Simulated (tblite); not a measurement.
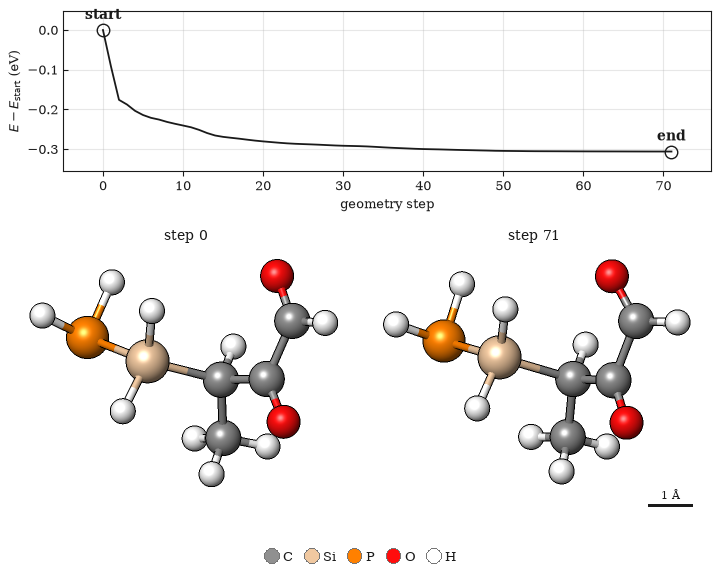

First and last geometry of a relaxation of C4H9O2PSi, with the history of the run. Style: ball-and-stick. Shown at a tilt.

Theory: GFN2-xTB geometry optimisation, gas phase in tblite. 

Question: Read the history and describe the run.

Answer: It converged. Over 71 geometry steps the energy falls by 0.306 eV. The atom that moves furthest after the best rigid fit is an O atom (0.44 Å). By element the largest moves are O 0.44 Å, H 0.32 Å, P 0.24 Å, Si 0.14 Å, C 0.12 Å. Among the contacts that change: C–Si 1.871 → 1.941 Å, C–C 1.510 → 1.471 Å, H–P 1.425 → 1.386 Å, P–Si 2.207 → 2.241 Å. Bond angles that change, for instance: P–Si–H 108.0° → 116.4°, C–Si–P 111.0° → 102.6°, Si–C–C 111.8° → 103.8°. Groups turn about C–C by about 25°. Cost: 0.6 s on 1 thread of Arm Neoverse V1 (shared host).
